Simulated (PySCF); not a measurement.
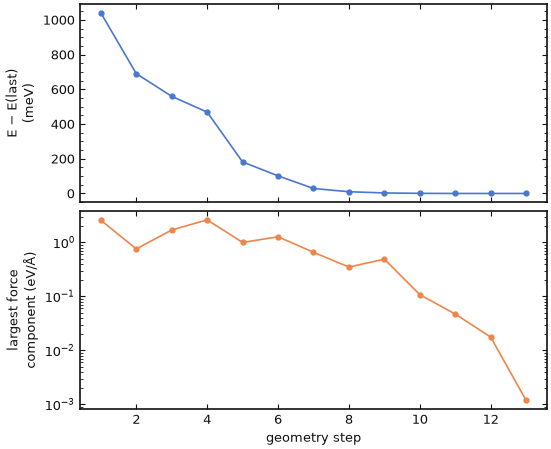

History of a geometry optimisation. The start has point group C1, which is kept, and the end Cs. A held symmetry can leave a saddle point.

System: NSOH (SMILES ON=S).
Method: PySCF, RKS-based PBE0, N def2-TZVP, S def2-TZVP, O def2-TZVP, H def2-TZVP; non-relativistic Hamiltonian; density fitting.

How did the optimisation end?

The optimisation met its thresholds at geometry 13, counting the start as the first. The energy fell by about 1000 meV from the first step to the last. The largest force component goes from about 2.6 eV/Å at the start to 1.2 × 10⁻³ eV/Å at the end.
